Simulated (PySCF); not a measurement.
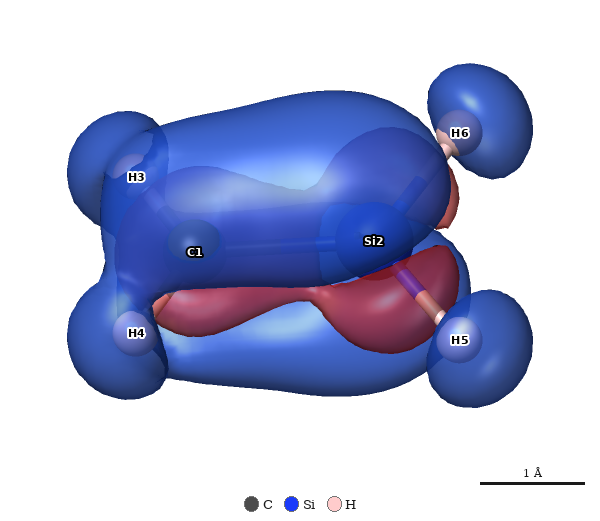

Figure 1: CH₄Si, SMILES `C=[SiH2]`. Fukui function f⁻ = ρ(N) − ρ(N−1) at fixed geometry, surfaces at ±0.02 e/Å³ (blue positive, red negative).

Method: BLYP/def2-SVPD; geometry: GFN2-xTB; program: PySCF. No frequency check shows the geometry to be a minimum.

The calculation's input:

```python
import numpy as np
from pyscf import gto, scf, dft
from pyscf.scf import atom_ks, atom_hf
from scipy.linalg import block_diag

def solve(mol, dm0=None, hcore=None):
    mf = (dft.UKS if mol.spin else dft.RKS)(mol, xc='blyp')
    mf.grids.level = 3
    mf = mf.density_fit(auxbasis='def2-universal-jkfit')
    mf.conv_tol, mf.max_cycle = 1e-8, 80
    if hcore is not None:
        mf.get_hcore = lambda *args: hcore
    mf.kernel(dm0)
    if not mf.converged:
        mf = mf.newton().run(mf.mo_coeff, mf.mo_occ, max_cycle=30)
    assert mf.converged, 'SCF not converged'
    return mf

mol = gto.M(atom='''
C      1.18581     0.00001     0.00000
Si    -0.56177     0.00000     0.00000
H      1.76520    -0.90774     0.00000
H      1.76521     0.90769     0.00000
H     -1.39024     1.20021     0.00000
H     -1.39026    -1.20022     0.00000
''', basis='def2-svpd', charge=0, spin=0, verbose=4)
mf = solve(mol)
out = dict(e0=mf.e_tot, dm0=mf.make_rdm1(), c=mf.mo_coeff, occ=mf.mo_occ, eps=mf.mo_energy)
for name, dq, spin in [('cation', 1, 1), ('anion', -1, 1)]:
    ion = mol.copy().set(charge=mol.charge + dq, spin=spin).build()
    mi = solve(ion)
    if spin and dq > 0 and mol.nao < 130:
        c, _, stable, _ = mi.stability(return_status=True)
        if not stable:
            mi = solve(ion, mi.make_rdm1(c, mi.mo_occ))
    print(name, 'vertical energy change / eV', (mi.e_tot - mf.e_tot) * 27.211386)
    out.update({'e_' + name: mi.e_tot, 'dm_' + name: mi.make_rdm1(), 's2_' + name: mi.spin_square()[0], 'eps_' + name: mi.mo_energy, 'occ_' + name: mi.mo_occ})
# spherically averaged free atoms, for the promolecule
atm = atom_ks.get_atm_nrks(mol, xc='blyp')
pro = block_diag(*[(atm[a[0]][2] * atm[a[0]][3]) @ atm[a[0]][2].T for a in mol._atom])
np.savez('result.npz', pro=pro, **out)
```

Launched as:

```sh
OMP_NUM_THREADS=1 python input.py
```

The run took 93 s on 1 thread of Arm Neoverse V1, with other jobs on the host, peak memory 0.39 GiB.

Partitions, critical points and surface values were worked out afterwards from this run's density.

Question: On which atoms does the density change most on removal of an electron?

Answer: f⁻ (Hirshfeld-condensed) is largest on Si2 (0.44) and C1 (0.24); the vertical ionisation energy is 8.70 eV. Condensed values hint at sites of electrophilic attack but needn't mark the atom that reacts. Orbital relaxation makes it negative in places (0.14 e in all).
